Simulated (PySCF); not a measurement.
## A study: CH2F2, SMILES `FCF`

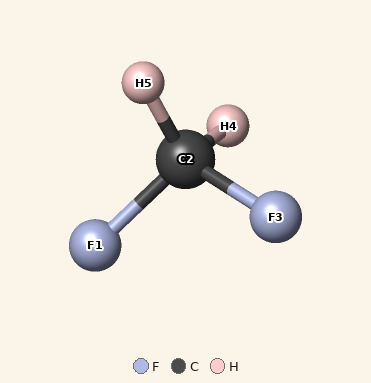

The molecule, with its atoms numbered as below. No frequency check shows the geometry to be a minimum.

Cartesian coordinates (Å):

```
F1       1.0886    0.2890    0.0000
C2      -0.0000   -0.4993    0.0000
F3      -1.0886    0.2890    0.0000
H4       0.0000   -1.1036   -0.9174
H5       0.0000   -1.1036    0.9174
```

## 1. Bonding charge

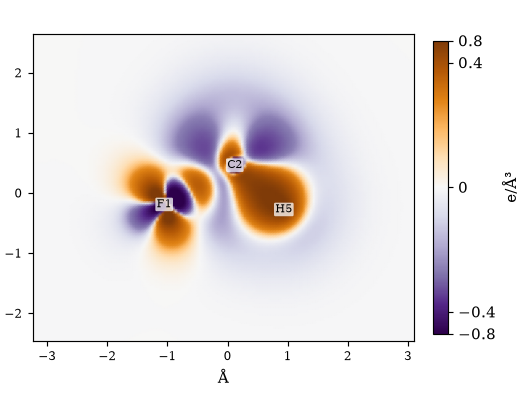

Deformation density (molecule less spherical, spin-averaged free atoms) in the plane of F1, C2 and H5; colour scale in e/Å³, logarithmic beyond ±0.1; orange: gain, purple: loss.

Method: B3LYP/def2-SVPD; geometry: GFN2-xTB; program: PySCF.

**How much density has each bond in this plane gained at its critical point, relative to the free atoms?**

C2–H5: +0.83 e/Å³ at the bond critical point (bond length 1.10 Å). F1–C2: +0.03 e/Å³ at the bond critical point (bond length 1.34 Å); up to 0.6 Å beside the axis the gain reaches +0.28 e/Å³. In all, 1.1 electrons gather in the regions of gain relative to the promolecule. A small or negative value marks a very polar bond, one between electron-rich atoms, whose free-atom densities already overlap strongly, a long bond to a heavier atom, or a closed-shell contact such as a hydrogen bond.

**Where do the Hirshfeld charges lie?**

The highest Hirshfeld charge is on C2 (+0.13 e), the lowest on F1 and F3 (−0.12 e).

| atom | charge (e) |
| --- | --- |
| F1 | −0.12 |
| C2 | +0.13 |
| F3 | −0.12 |
| H4 | +0.06 |
| H5 | +0.06 |

## 2. Bond critical points

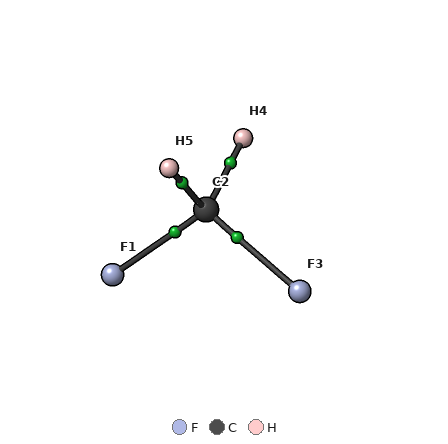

Molecular graph of the electron density (QTAIM): bond paths, bond critical points (green), ring points (magenta, if any); weak paths are dashed.

**How many critical points of each kind are there, and does the count close?**

5 nuclei, 4 bond, 0 ring and 0 cage critical points: 5 − 4 + 0 − 0 = 1, as the Poincaré–Hopf relation requires.

**What does the calculation give at each kind of bond critical point?**

| bond | length (Å) | ρ (a.u.) | ∇²ρ (a.u.) | ε | H (a.u.) |
| --- | --- | --- | --- | --- | --- |
| C2–H4 (2 alike) | 1.099 | 0.293 | −1.20 | 0.02 | −0.327 |
| C2–F3 (2 alike) | 1.344 | 0.262 | 0.00 | 0.25 | −0.379 |

**What kind of interaction is C2–F3?**

Polar or intermediate (positive Laplacian, negative energy density H): ρ = 0.262, ∇²ρ = 0.00, H = −0.379 a.u. Its ellipticity of 0.25 shows that the density isn't cylindrical about the bond.

## 3. Local ionisation energy

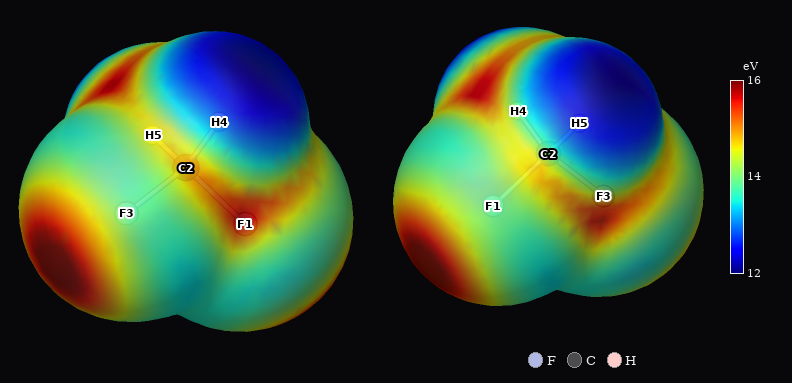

Average local ionisation energy on the surface of electron density 0.001 a.u. (back view left, front view right).

**Locate the minima of the map.**

The lowest value is 12.1 eV, 1.3 Å from H5, and at like points elsewhere. Further minima include 13.4 eV, 1.7 Å from F3, and at like points elsewhere; 13.6 eV, 1.7 Å from F3. For comparison, the highest occupied orbital lies at −9.8 eV.

**What volume does the surface enclose, and what is the dipole moment?**

About 52 Å³; the dipole moment is 1.9 D.

## 4. Excited states

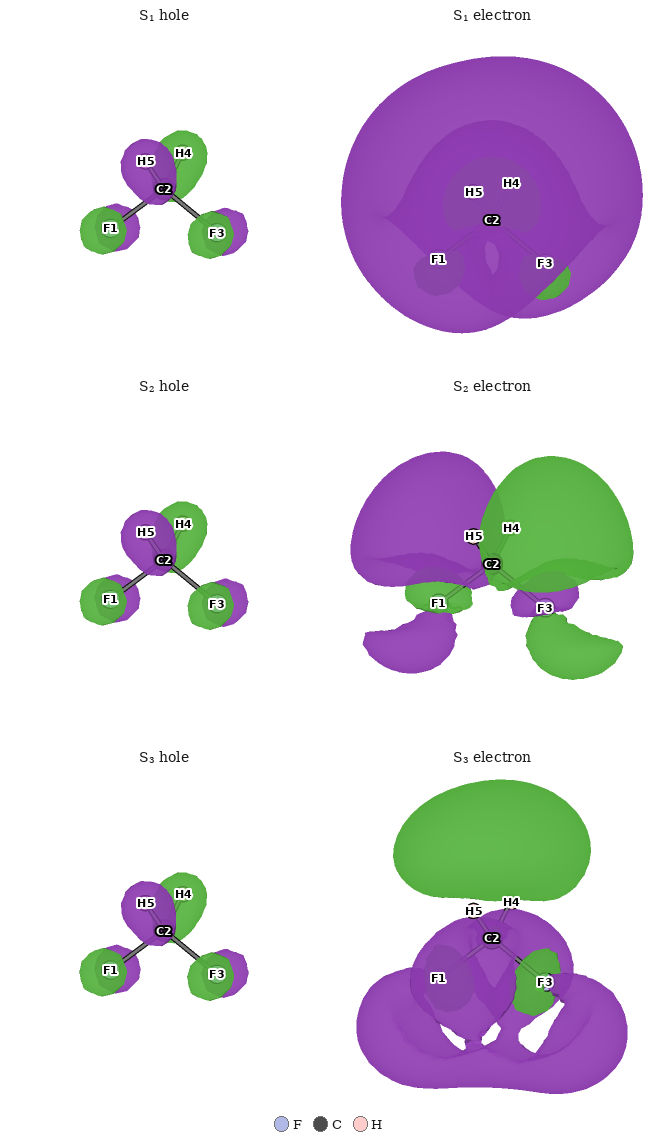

Leading natural transition orbitals (full linear response singlet states).

Method: PBE0/def2-SVPD; geometry: GFN2-xTB; program: PySCF.

**Describe these excited states.**

By state:
- S₁: 9.34 eV (133 nm), f = 0.036, diffuse (Rydberg-like) orbital; the leading pair carries 100 %; hole on F1 and F3 (25 % each), C2 (24 %) and H4 and H5 (14 % each), electron on H4 and H5 (26 % each), C2 (22 %) and F1 and F3 (12 % each) (atom shares of so diffuse an orbital are rough); their centroids lie 0.6 Å apart.
- S₂: 10.12 eV (123 nm), f = 0.000 (dark), partly diffuse acceptor orbital; the leading pair carries 99 %; hole on F1 and F3 (25 % each), C2 (23 %) and H4 and H5 (13 % each), electron on C2 (31 %), F1 and F3 (20 % each) and H4 and H5 (14 % each) (atom shares of so diffuse an orbital are rough); their centroids lie 0.3 Å apart.
- S₃: 10.68 eV (116 nm), f = 0.019, diffuse (Rydberg-like) orbital; the leading pair carries 100 %; hole on F1 and F3 (26 % each), C2 (23 %) and H4 and H5 (13 % each), electron on C2 (24 %), F1 and F3 (19 % each) and H4 and H5 (19 % each) (atom shares of so diffuse an orbital are rough); their centroids lie 0.3 Å apart.

## 5. Removing or adding an electron

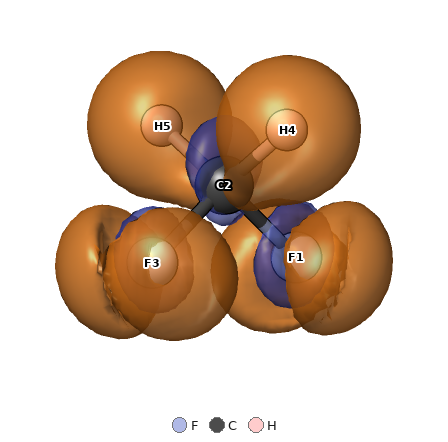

Fukui function f⁻ = ρ(N) − ρ(N−1) at fixed geometry, surfaces at ±0.03 e/Å³ (orange positive, blue negative).

Computed with PySCF, PBE/aug-cc-pVDZ, geometry: GFN2-xTB.

**Which atoms respond most to the removal of an electron?**

f⁻ (Hirshfeld-condensed) is largest on F1 and F3 (0.25 each), C2 (0.17) and H4 and H5 (0.16 each); the vertical ionisation energy is 12.35 eV. Condensed values hint at sites of electrophilic attack but needn't mark the atom that reacts. Orbital relaxation makes it negative in places (0.10 e in all).

## 6. Localised orbitals

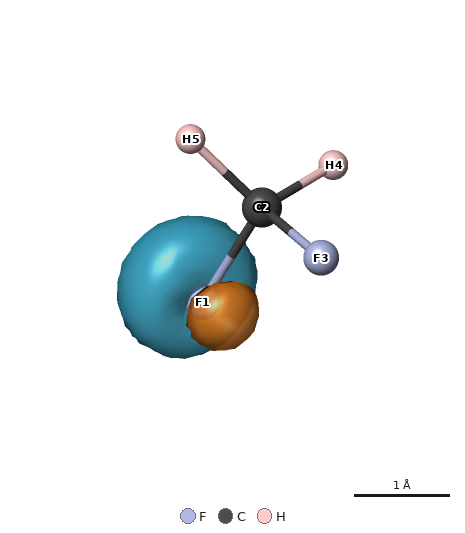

Foster–Boys orbitals, occupied; each surface holds about 85 % of the orbital's density. Energies are diagonal elements of the Fock matrix.

Computed with PySCF, B3LYP/def2-SVPD, geometry: GFN2-xTB.

**What does this orbital represent?**

Lone pair on F1 (sp2.8-type) (F1 97 %; −16.9 eV).

## 7. Stretching a bond

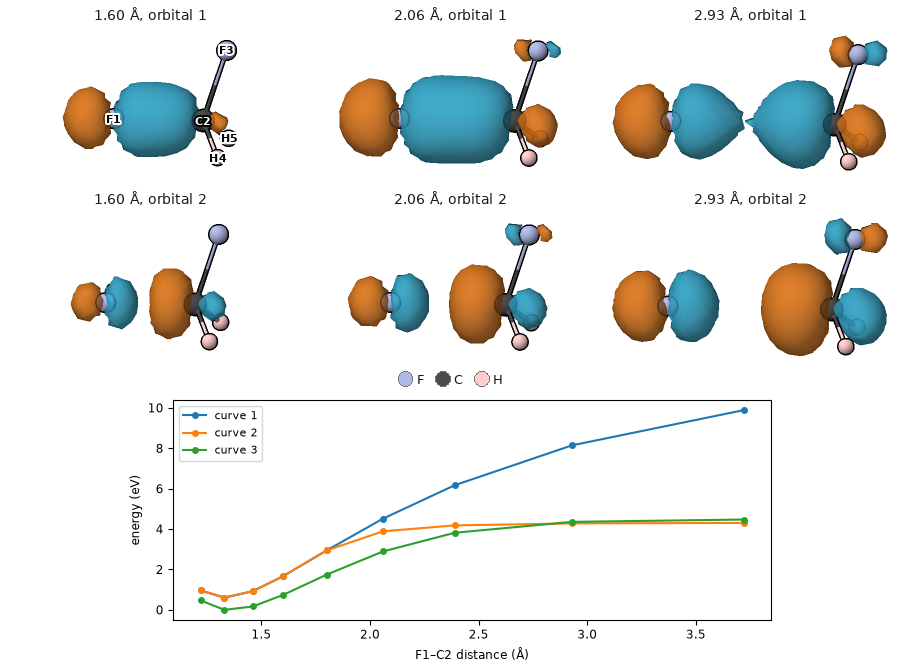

Rigid stretch of the F1–C2 bond. The two CASSCF(2,2) natural orbitals nearest half filling (orbital 1 the more occupied). Below: energies along the scan, from the lowest point of the three curves.

Method: def2-SVP basis; geometry: GFN2-xTB; program: PySCF.

**How do the occupations change along the stretch?**

1.60 Å: 1.95 and 0.05; 2.06 Å: 1.81 and 0.19; 2.93 Å: 1.27 and 0.73. At the longest distance computed (3.72 Å) they are 1.06 and 0.94, and the effective number of unpaired electrons is 2.0.

**Which curve is which method?**

Curve 1 is RHF. Curve 2 is UHF. Curve 3 is CASSCF(2,2). RHF rises too steeply because it keeps both electrons in one orbital and so mixes in ionic fragments.

**Where does the UHF solution part from RHF?**

Between 1.80 Å (⟨S²⟩ = 0, the two coincide) and 2.06 Å (⟨S²⟩ = 0.66); at 3.72 Å ⟨S²⟩ is 1.01 and UHF lies 5.6 eV below RHF.

**How much energy does the stretch cost?**

By CASSCF, 4.5 eV from the lowest point of the scan (1.33 Å) to 3.72 Å; RHF gives 9.3 eV from its own lowest point. The fragments aren't relaxed and dynamic correlation is missing, so this isn't a bond dissociation energy.

The PySCF runs shown took 9.3 s, 2.8 min, 3.2 min, 11 s and 43 s on 1 thread of Arm Neoverse V1, on a shared host.
